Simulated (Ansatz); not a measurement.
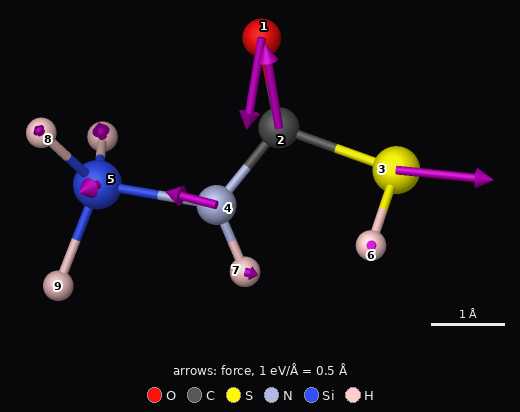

Starting geometry of CH$_{5}$NOSSi (coarse preliminary run) with the computed forces as purple arrows. A ball-and-stick model, seen at a tilt.

The start comes from a force field.

All numbers below come from Ansatz 0.2.0, RKS PBE-D4/def2-SVP.

The input:
```yaml
crystal:
  periodic: [false, false, false]
  atoms:
    - {symbol: O, position_ang: [0.341600, -2.060200, 0.240400]}
    - {symbol: C, position_ang: [0.247300, -0.934100, 0.783000]}
    - {symbol: S, position_ang: [0.417400, -0.775300, 2.500300]}
    - {symbol: N, position_ang: [0.125700, 0.302500, 0.223400]}
    - {symbol: Si, position_ang: [-0.423100, 0.417400, -1.455500]}
    - {symbol: H, position_ang: [1.175100, 0.361700, 2.474100]}
    - {symbol: H, position_ang: [-0.157800, 1.072300, 0.823600]}
    - {symbol: H, position_ang: [0.718000, -0.002100, -2.323700]}
    - {symbol: H, position_ang: [-0.675900, 1.881500, -1.631300]}
    - {symbol: H, position_ang: [-1.685200, -0.315000, -1.631400]}
basis:
  gaussian: {orbitals: def2-SVP}
hamiltonian: {xc: pbe, dispersion: d4}
relax: {f_tol: 0.03, max_steps: 200}
```

Run as
```bash
ansatz run in.yaml --threads 4 --pin off --events-out ev --progress --plain --max-ram 10444MiB
```

Question: What follows when this structure is relaxed?

Answer: It isn't relaxed: the largest force vector, on S3, is 2.74 eV/Å. The final displacements have little in common with the starting forces (cosine between the two patterns 0.22). H6 moves most after the best rigid fit: 0.52 Å. Largest moves by element: H 0.52 Å, S 0.45 Å, O 0.23 Å, N 0.11 Å, C 0.09 Å, Si 0.04 Å. Some distances before and after: C2–S3 1.733 → 1.818 Å, O1–C2 1.254 → 1.221 Å, Si5–H10 1.470 → 1.498 Å, N4–Si5 1.770 → 1.791 Å. Bond angles that change, for instance: S3–C2–N4 109.4° → 118.5°, Si5–N4–H7 115.1° → 123.1°, O1–C2–N4 130.1° → 122.2°. Groups turn about C2–S3 by about 40°. Over 9 geometry steps the energy falls by 0.474 eV. The largest force component goes from 2.7 to 0.0069 eV/Å.
